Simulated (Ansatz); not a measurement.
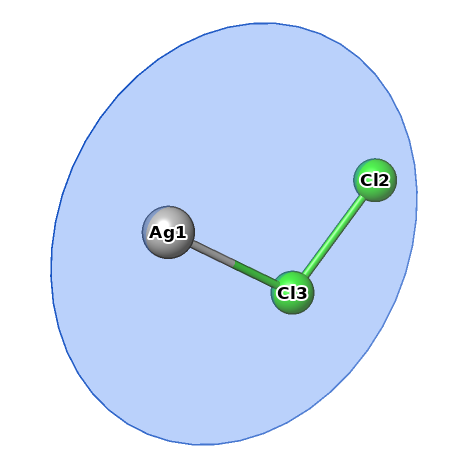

A disc through the centre of mass is drawn in. Distant atoms are faded towards the background colour. State: charge +1, singlet. The computed structure is the end point of a PBE-D4/def2-SVP optimisation. No frequency run is at hand to confirm it as a minimum.

Is the plane of the disc a mirror plane of the structure?

Yes. The reflection leaves Ag1, Cl2, Cl3 in place. The point group is Cs.
